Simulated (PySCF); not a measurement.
## Run report: CH₈FPSi₂, geometry relaxation

The run: geometry relaxation of CH₈FPSi₂. Method and program: PBE0-D3(BJ)/def2-SVP geometry optimisation, gas phase (PySCF 2.14.0).

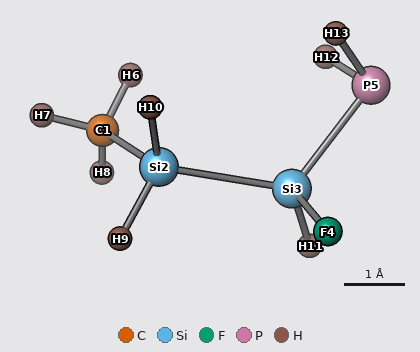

Fig. 1: The structure as given in the input (ball-and-stick view, seen at a tilt; atoms are numbered from 1 in the order of the input). Bond lengths as drawn: C–H 1.06 to 1.11 Å, C–Si 1.92 Å, F–Si 1.59 Å, H–P 1.39 to 1.40 Å, H–Si 1.45 to 1.48 Å, P–Si 2.23 Å and Si–Si 2.34 Å.

**The input**
```
{"job": {"xc": "PBE0", "basis": "def2-SVP", "d3": "d3bj", "grid": 1, "shake": 0.01, "kind": "geom"}, "charge": 0, "multiplicity": 1}
C      1.982830     0.286620     0.322220
Si     0.699560    -0.109680    -1.047090
Si    -1.277410    -0.900630    -0.082570
F     -2.148220    -1.412050    -1.306920
P     -2.589990     0.508180     1.050160
H      1.558910     1.040750     1.021060
H      2.877510     0.735220    -0.103330
H      2.263920    -0.566010     0.876940
H      1.304140    -1.086950    -1.933030
H      0.470530     1.112740    -1.827560
H     -1.194620    -2.108960     0.762710
H     -1.602860     0.849410     1.988020
H     -2.338470     1.634480     0.269060
```

The first line tells a small driver script what to run in PySCF; the rest is the geometry in Å.

Run on 1 CPU thread, shared host.

Launch command:
```bash
OMP_NUM_THREADS=1 python <driver script> task.json out
```

**What the program printed**
```
step   0  E = -1062.24493005  max force = 0.032489
step   1  E = -1062.25376959  max force = 0.009784
step   2  E = -1062.25419486  max force = 0.004522
step   3  E = -1062.25430588  max force = 0.001046
step   4  E = -1062.25434990  max force = 0.001391
step   5  E = -1062.25439532  max force = 0.002058
step   6  E = -1062.25442117  max force = 0.001387
step   7  E = -1062.25445085  max force = 0.000602
step   8  E = -1062.25447783  max force = 0.001030
step   9  E = -1062.25449626  max force = 0.001041
step  10  E = -1062.25450190  max force = 0.000429
optimisation converged
```

**Trajectory as extended XYZ (Å, eV, eV/Å), 11 frames, from step=0 to step=10**
```
13
Properties=species:S:1:pos:R:3:forces:R:3 step=0 energy=-28905.15684
C     1.9828    0.2866    0.3222   -1.2836   1.5845  -0.6921
Si    0.6996   -0.1097   -1.0471    0.6836   0.3249   1.3642
Si   -1.2774   -0.9006   -0.0826    0.6242   0.2519   0.7471
F    -2.1482   -1.4121   -1.3069   -1.1476  -0.4601  -1.6707
P    -2.5900    0.5082    1.0502   -0.6303  -0.3860   0.3025
H     1.5589    1.0408    1.0211    0.1062  -0.2743  -0.1513
H     2.8775    0.7352   -0.1033    0.3723   0.1208  -0.2772
H     2.2639   -0.5660    0.8769    0.3977  -1.4222   0.8748
H     1.3041   -1.0870   -1.9330    0.1742  -0.7048  -0.5932
H     0.4705    1.1127   -1.8276   -0.2906   0.4256  -0.2602
H    -1.1946   -2.1090    0.7627    0.4355  -0.1442   0.4338
H    -1.6029    0.8494    1.9880    0.4211   0.0639   0.4373
H    -2.3385    1.6345    0.2691    0.1371   0.6201  -0.5151
13
Properties=species:S:1:pos:R:3:forces:R:3 step=1 energy=-28905.39738
C     1.9097    0.3532    0.3964    0.0328  -0.2652   0.1239
Si    0.7222   -0.0988   -1.0027    0.0462   0.0398   0.0481
Si   -1.2914   -0.9620   -0.1602   -0.1711  -0.1885  -0.4750
F    -2.1982   -1.4757   -1.4470    0.3101   0.1982   0.5031
P    -2.5464    0.5044    1.0119   -0.0444   0.1505   0.0665
H     1.4461    1.0693    1.0910   -0.0419   0.0172   0.0099
H     2.8206    0.8218   -0.0072   -0.0064  -0.0294  -0.0212
H     2.2112   -0.5418    0.9778   -0.0792   0.2175  -0.1605
H     1.3325   -1.1107   -1.9229    0.0221   0.0218   0.0129
H     0.4051    1.1302   -1.7972   -0.0364  -0.0205  -0.0248
H    -1.0620   -2.1381    0.7392   -0.0217   0.0324  -0.0256
H    -1.4846    0.7958    1.9329   -0.0275  -0.0754  -0.0813
H    -2.2575    1.6349    0.1793    0.0175  -0.0983   0.0240
13
Properties=species:S:1:pos:R:3:forces:R:3 step=2 energy=-28905.40895
C     1.8919    0.3543    0.3981    0.0070  -0.0222   0.0563
Si    0.7206   -0.0958   -1.0071    0.0005   0.0212  -0.0096
Si   -1.2855   -0.9594   -0.1596   -0.1207  -0.1009  -0.2325
F    -2.1968   -1.4675   -1.4302    0.1263   0.0716   0.1998
P    -2.5339    0.5103    1.0178   -0.0370   0.0326   0.0217
H     1.4179    1.0686    1.0892    0.0011  -0.0007  -0.0102
H     2.8050    0.8223   -0.0004    0.0030  -0.0051   0.0029
H     2.1873   -0.5367    0.9748   -0.0169   0.0271  -0.0278
H     1.3435   -1.1037   -1.9222    0.0149   0.0079   0.0022
H     0.3937    1.1269   -1.8077   -0.0194  -0.0128  -0.0130
H    -1.0587   -2.1331    0.7394    0.0076  -0.0058   0.0062
H    -1.4544    0.7711    1.9209    0.0158  -0.0120   0.0027
H    -2.2234    1.6249    0.1784    0.0179  -0.0009   0.0015
13
Properties=species:S:1:pos:R:3:forces:R:3 step=3 energy=-28905.41197
C     1.8727    0.3610    0.4020   -0.0131   0.0538  -0.0125
Si    0.7173   -0.0948   -1.0147   -0.0032   0.0075  -0.0092
Si   -1.2846   -0.9645   -0.1668   -0.0166  -0.0240  -0.0129
F    -2.2021   -1.4684   -1.4234   -0.0140  -0.0131  -0.0071
P    -2.5141    0.5147    1.0237    0.0016   0.0026  -0.0006
H     1.3880    1.0739    1.0869    0.0057   0.0015  -0.0034
H     2.7891    0.8306    0.0135    0.0044   0.0005   0.0064
H     2.1626   -0.5283    0.9792    0.0050  -0.0405   0.0228
H     1.3562   -1.0984   -1.9234    0.0125   0.0045   0.0018
H     0.3805    1.1204   -1.8225   -0.0051  -0.0035  -0.0030
H    -1.0542   -2.1367    0.7339    0.0088  -0.0057   0.0002
H    -1.4204    0.7486    1.9172    0.0063  -0.0012   0.0145
H    -2.1838    1.6243    0.1858    0.0078   0.0177   0.0030
13
Properties=species:S:1:pos:R:3:forces:R:3 step=4 energy=-28905.41317
C     1.8554    0.3703    0.4052   -0.0136   0.0469  -0.0210
Si    0.7154   -0.0952   -1.0214   -0.0068  -0.0018  -0.0098
Si   -1.2850   -0.9717   -0.1757    0.0393   0.0178   0.0704
F    -2.2096   -1.4731   -1.4244   -0.0608  -0.0364  -0.0715
P    -2.4949    0.5160    1.0277    0.0152  -0.0024  -0.0124
H     1.3612    1.0833    1.0830    0.0052   0.0006   0.0002
H     2.7750    0.8413    0.0260    0.0028  -0.0008   0.0044
H     2.1407   -0.5179    0.9867    0.0059  -0.0311   0.0242
H     1.3705   -1.0951   -1.9227    0.0106   0.0038   0.0028
H     0.3729    1.1142   -1.8354   -0.0004   0.0010   0.0005
H    -1.0513   -2.1435    0.7251    0.0039  -0.0047  -0.0055
H    -1.3943    0.7263    1.9192   -0.0029  -0.0044   0.0115
H    -2.1488    1.6277    0.1980    0.0017   0.0114   0.0062
13
Properties=species:S:1:pos:R:3:forces:R:3 step=5 energy=-28905.41440
C     1.8272    0.3892    0.4104   -0.0076   0.0110  -0.0124
Si    0.7143   -0.0966   -1.0316   -0.0084  -0.0094  -0.0098
Si   -1.2850   -0.9840   -0.1921    0.0735   0.0468   0.1058
F    -2.2216   -1.4805   -1.4326   -0.0694  -0.0337  -0.0854
P    -2.4652    0.5141    1.0315    0.0161  -0.0070  -0.0213
H     1.3176    1.1044    1.0740    0.0013   0.0014   0.0028
H     2.7521    0.8612    0.0456    0.0010  -0.0027  -0.0007
H     2.1052   -0.4952    1.0033    0.0019   0.0002   0.0111
H     1.3977   -1.0909   -1.9181    0.0061   0.0029   0.0044
H     0.3654    1.1033   -1.8568    0.0018   0.0037   0.0029
H    -1.0490   -2.1576    0.7059   -0.0020  -0.0034  -0.0102
H    -1.3608    0.6818    1.9282   -0.0120  -0.0088   0.0050
H    -2.0907    1.6333    0.2236   -0.0023  -0.0011   0.0079
13
Properties=species:S:1:pos:R:3:forces:R:3 step=6 energy=-28905.41511
C     1.8074    0.4072    0.4144   -0.0003  -0.0145   0.0007
Si    0.7163   -0.0980   -1.0381   -0.0054  -0.0081  -0.0061
Si   -1.2833   -0.9927   -0.2060    0.0542   0.0382   0.0713
F    -2.2270   -1.4827   -1.4456   -0.0367  -0.0113  -0.0478
P    -2.4483    0.5072    1.0309    0.0066  -0.0099  -0.0197
H     1.2866    1.1269    1.0641   -0.0020   0.0030   0.0018
H     2.7363    0.8782    0.0585   -0.0002  -0.0025  -0.0033
H     2.0797   -0.4711    1.0202   -0.0016   0.0191  -0.0014
H     1.4221   -1.0891   -1.9103    0.0013   0.0011   0.0040
H     0.3646    1.0942   -1.8733    0.0006   0.0030   0.0024
H    -1.0498   -2.1711    0.6862   -0.0020  -0.0019  -0.0092
H    -1.3505    0.6378    1.9417   -0.0131  -0.0088   0.0010
H    -2.0471    1.6356    0.2487   -0.0015  -0.0074   0.0064
13
Properties=species:S:1:pos:R:3:forces:R:3 step=7 energy=-28905.41591
C     1.7865    0.4343    0.4197    0.0083  -0.0310   0.0142
Si    0.7229   -0.0990   -1.0435    0.0014  -0.0008   0.0026
Si   -1.2783   -1.0023   -0.2250    0.0005   0.0073  -0.0037
F    -2.2254   -1.4795   -1.4708    0.0204   0.0197   0.0178
P    -2.4378    0.4903    1.0248   -0.0077  -0.0108  -0.0110
H     1.2526    1.1631    1.0481   -0.0049   0.0046  -0.0010
H     2.7204    0.9014    0.0721   -0.0012  -0.0001  -0.0037
H     2.0511   -0.4324    1.0461   -0.0047   0.0280  -0.0127
H     1.4560   -1.0884   -1.8946   -0.0047  -0.0022   0.0016
H     0.3699    1.0820   -1.8937   -0.0019   0.0004   0.0001
H    -1.0527   -2.1908    0.6552    0.0020  -0.0002  -0.0044
H    -1.3614    0.5703    1.9660   -0.0084  -0.0052  -0.0023
H    -1.9966    1.6335    0.2870    0.0009  -0.0099   0.0024
13
Properties=species:S:1:pos:R:3:forces:R:3 step=8 energy=-28905.41665
C     1.7768    0.4568    0.4243    0.0110  -0.0238   0.0144
Si    0.7313   -0.0982   -1.0436    0.0066   0.0064   0.0095
Si   -1.2720   -1.0081   -0.2393   -0.0393  -0.0172  -0.0530
F    -2.2138   -1.4724   -1.4960    0.0504   0.0293   0.0529
P    -2.4425    0.4700    1.0153   -0.0135  -0.0077  -0.0009
H     1.2349    1.1946    1.0353   -0.0050   0.0040  -0.0028
H     2.7140    0.9196    0.0796   -0.0021   0.0028  -0.0012
H     2.0360   -0.3989    1.0676   -0.0046   0.0192  -0.0125
H     1.4806   -1.0889   -1.8789   -0.0067  -0.0039  -0.0011
H     0.3782    1.0739   -1.9061   -0.0030  -0.0016  -0.0018
H    -1.0541   -2.2064    0.6290    0.0058   0.0003   0.0003
H    -1.3917    0.5147    1.9867   -0.0017  -0.0013  -0.0027
H    -1.9706    1.6256    0.3175    0.0022  -0.0066  -0.0011
13
Properties=species:S:1:pos:R:3:forces:R:3 step=9 energy=-28905.41715
C     1.7743    0.4744    0.4289    0.0078  -0.0041   0.0041
Si    0.7391   -0.0952   -1.0405    0.0068   0.0084   0.0098
Si   -1.2653   -1.0122   -0.2490   -0.0433  -0.0223  -0.0535
F    -2.1963   -1.4671   -1.5168    0.0425   0.0171   0.0439
P    -2.4550    0.4491    1.0051   -0.0103  -0.0032   0.0061
H     1.2273    1.2184    1.0276   -0.0032   0.0020  -0.0021
H     2.7129    0.9346    0.0845   -0.0019   0.0047   0.0018
H     2.0307   -0.3730    1.0832   -0.0020   0.0031  -0.0040
H     1.4959   -1.0882   -1.8660   -0.0044  -0.0029  -0.0022
H     0.3852    1.0701   -1.9118   -0.0018  -0.0016  -0.0022
H    -1.0509   -2.2177    0.6099    0.0062  -0.0002   0.0028
H    -1.4257    0.4751    1.9997    0.0027   0.0006  -0.0014
H    -1.9650    1.6142    0.3365    0.0009  -0.0016  -0.0030
13
Properties=species:S:1:pos:R:3:forces:R:3 step=10 energy=-28905.41730
C     1.7732    0.4876    0.4331    0.0024   0.0095  -0.0049
Si    0.7445   -0.0907   -1.0371    0.0028   0.0053   0.0053
Si   -1.2593   -1.0169   -0.2553   -0.0205  -0.0118  -0.0221
F    -2.1795   -1.4690   -1.5303    0.0159  -0.0008   0.0123
P    -2.4660    0.4310    0.9977   -0.0034  -0.0006   0.0071
H     1.2216    1.2336    1.0253   -0.0013   0.0002   0.0001
H     2.7118    0.9486    0.0897   -0.0014   0.0046   0.0028
H     2.0290   -0.3554    1.0926    0.0006  -0.0060   0.0032
H     1.5055   -1.0844   -1.8579   -0.0009  -0.0005  -0.0017
H     0.3880    1.0699   -1.9136    0.0003  -0.0003  -0.0010
H    -1.0429   -2.2255    0.5989    0.0035  -0.0006   0.0028
H    -1.4483    0.4512    2.0042    0.0036   0.0007  -0.0008
H    -1.9704    1.6023    0.3443   -0.0018   0.0003  -0.0032
```

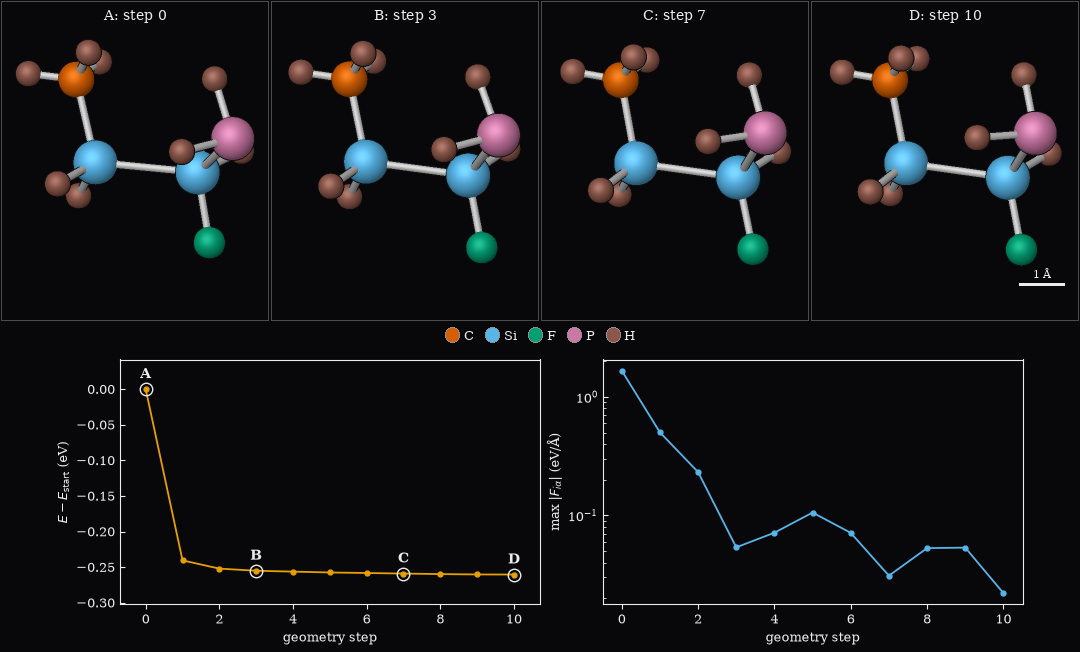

Fig. 2: Frames of the relaxation (ball-and-stick view, seen at a tilt) above the curves, on which the letters mark them (steps are counted from 0).

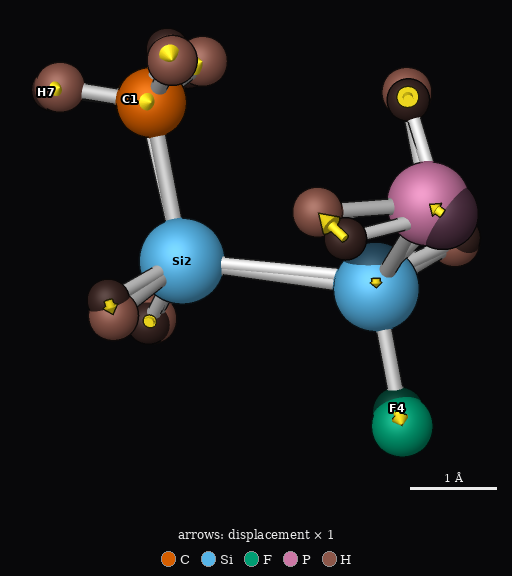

Fig. 3: Start (faint) and end (solid) with the displacements as yellow arrows, at true length (ball-and-stick view, seen at a tilt). The two geometries are laid on each other by the best rigid fit. H13 moves most after the best rigid fit: 0.49 Å. Largest moves by element: H 0.49 Å, C 0.21 Å, P 0.21 Å, F 0.19 Å, Si 0.12 Å. Among the contacts that change: Si3–F4 1.587 → 1.636 Å, Si2–H9 1.451 → 1.497 Å, C1–H8 1.055 → 1.100 Å, P5–H13 1.394 → 1.430 Å. Among the angles that change: Si2–Si3–P5 119.5° → 112.8°, F4–Si3–H11 102.0° → 107.6°, Si2–Si3–H11 117.7° → 112.7°. After 10 geometry steps the energy has fallen by 0.260 eV. The largest force component goes from 1.7 to 0.022 eV/Å. (Atoms are counted from 1 in the order of the input.)

**Key numbers**

```json
{"quantity": "outcome", "value": "converged"}
{"quantity": "total energy", "value": "−1062.254502 hartree"}
{"quantity": "dipole moment", "value": "2.77 D"}
{"quantity": "point group", "value": "C1"}
{"quantity": "wall time", "value": "1.9 min"}
{"quantity": "peak memory", "value": "0.52 GiB"}
```
